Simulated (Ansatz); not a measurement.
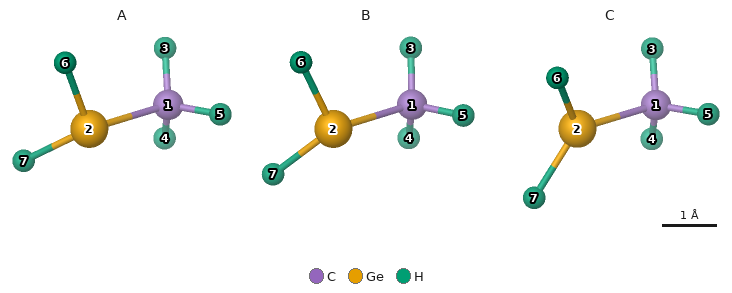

3 geometries from a converged minimum-energy path of CH₅Ge (multiplicity 2), shuffled. A ball-and-stick model, seen from a free direction.

Method: UKS PBE0/def2-TZVP in Ansatz 0.2.0. Settings: 9 movable images; climbing image; force threshold 0.05 eV/Å; iteration limit 60; starting path through a guess of the saddle point.

**Which frame is the top of the path?**

C. In order along the path, whose images run from 0 to 10: C (image 4, +26.6 kJ/mol), B (image 6, +3.2 kJ/mol), A (image 7, +1.8 kJ/mol). The motion is an umbrella inversion at Ge2. No bond forms or breaks between the ends. Among the angles between lasting bonds that change up to the highest image: H6–Ge2–H7 109.5° → 118.9°, C1–Ge2–H6 111.3° → 120.6°.
